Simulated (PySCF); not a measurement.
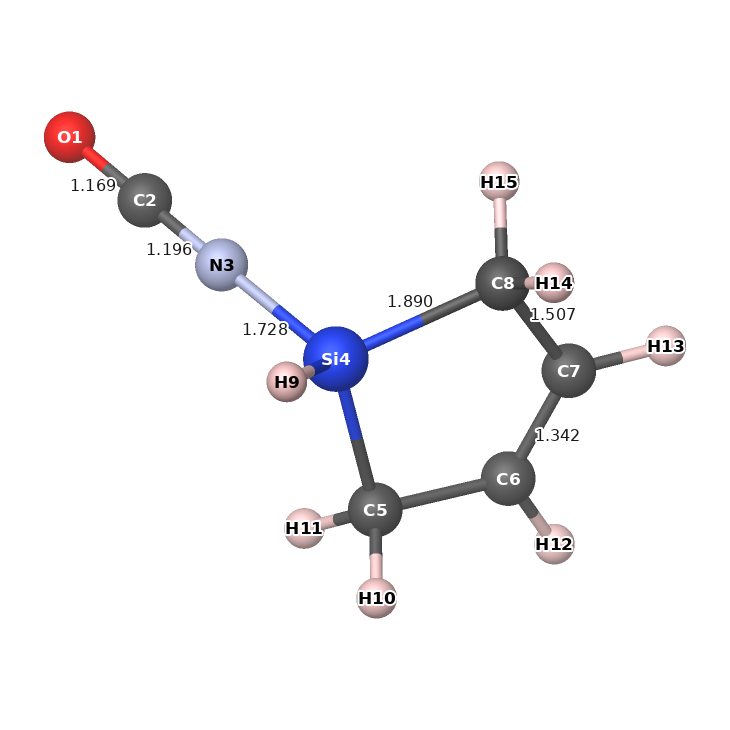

Bond lengths are marked in Å; every bond is drawn as one stick. The computed structure is the end point of a PBE0-D3(BJ)/def2-SVP optimisation. No frequency run is at hand to confirm it as a minimum.

Question: Assign a bond order to each marked bond.

Answer: O1–C2 double; C2–N3 double; N3–Si4 single; Si4–C8 single; C6–C7 double; C7–C8 single.

Question: Write the SMILES.

Answer: O=C=N[SiH]1CC=CC1
